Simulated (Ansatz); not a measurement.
The figure comes from a scan of Pb (fcc, Cu type): a phonon pattern at X = (0.5, 0.5, 0.0) is frozen into a 2-atom cell, Q being the largest atomic displacement. Level of theory: PBE (plane waves to 420 eV, PAW, scalar-relativistic; Ansatz, an electronic-structure program). k mesh 16×16×16 (Γ-centred), Fermi-Dirac smearing 0.05 eV. The energy includes the smearing's −TS. With partly filled bands, energies and forces of such displacements shift with the k mesh and the smearing. Pb was relaxed with its symmetry unable to fall. Spin-orbit coupling is left out, though Pb is heavy. The PAW data are Ansatz's earlier set. The relaxed volume of Pb is well above the measured one; the method has no dispersion term. The zero of ΔE is the undisplaced structure.

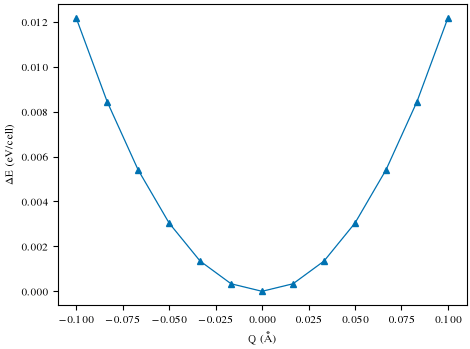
*ΔE (eV/cell) against Q (Å); markers are the computed points, lines only join them.*

Q: List the plotted points as numbers.

A: To the nearest 0.0002:

```json
[
 {"Q (Å)": "-0.100", "ΔE (eV/cell)": "0.0122"},
 {"Q (Å)": "-0.083", "ΔE (eV/cell)": "0.0084"},
 {"Q (Å)": "-0.067", "ΔE (eV/cell)": "0.0054"},
 {"Q (Å)": "-0.050", "ΔE (eV/cell)": "0.0030"},
 {"Q (Å)": "-0.033", "ΔE (eV/cell)": "0.0014"},
 {"Q (Å)": "-0.017", "ΔE (eV/cell)": "0.0004"},
 {"Q (Å)": "0.000", "ΔE (eV/cell)": "0.0000"},
 {"Q (Å)": "0.017", "ΔE (eV/cell)": "0.0004"},
 {"Q (Å)": "0.033", "ΔE (eV/cell)": "0.0014"},
 {"Q (Å)": "0.050", "ΔE (eV/cell)": "0.0030"},
 {"Q (Å)": "0.067", "ΔE (eV/cell)": "0.0054"},
 {"Q (Å)": "0.083", "ΔE (eV/cell)": "0.0084"},
 {"Q (Å)": "0.100", "ΔE (eV/cell)": "0.0122"}
]
```

(For displaced atoms, the force is minus the slope of the energy, and its curvature is a force constant, which sets phonon frequencies.)
